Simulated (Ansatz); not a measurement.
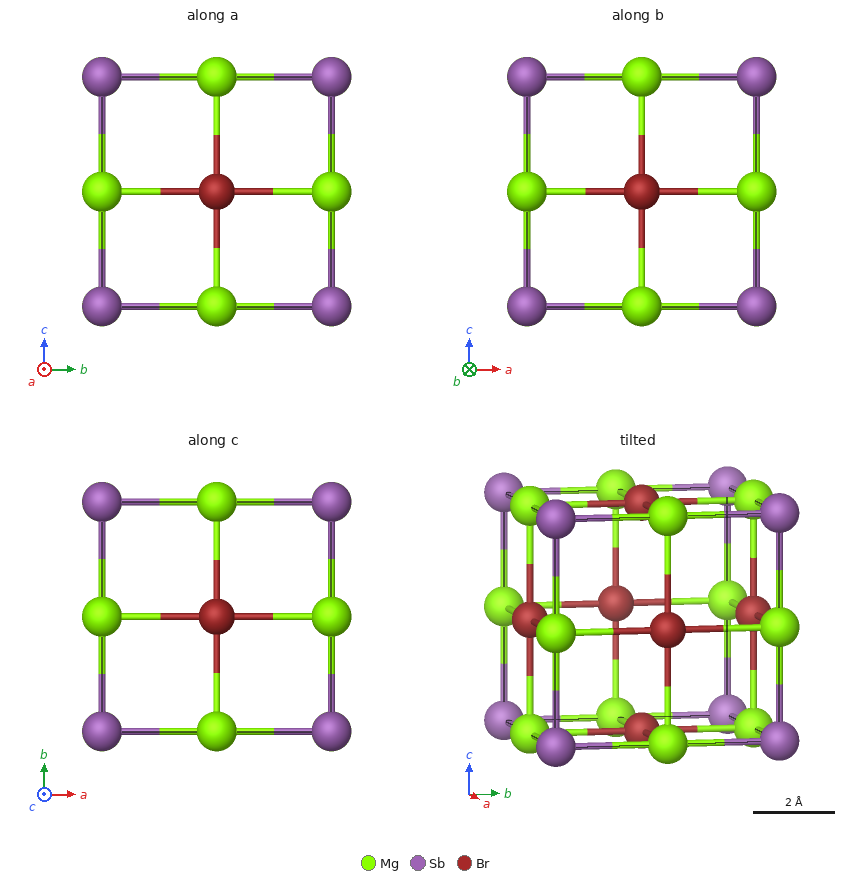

View along the a axis, along the b axis, along the c axis and slightly off an axis, drawn as a ball-and-stick model. The lines enclose the conventional unit cell; boundary atoms appear with their images.

Lattice parameters: a = 5.719 Å, b = 5.719 Å, c = 5.719 Å, α = 90.00°, β = 90.00°, γ = 90.00°.

Question: Put the structure into a table of Wyckoff sites.

Answer: Space group Pm-3m (No. 221).
```tsv
atom	site	x	y	z
Mg	3d	0.0000	0.0000	0.5000
Sb	1a	0.0000	0.0000	0.0000
Br	3c	0.0000	0.5000	0.5000
```

Provenance: a structure type filled with these elements by a generator (whether the compound takes this form wasn't checked). Relaxation method: DFT PBE, scalar-relativistic, plane waves, PAW (Ansatz 0.2.0).
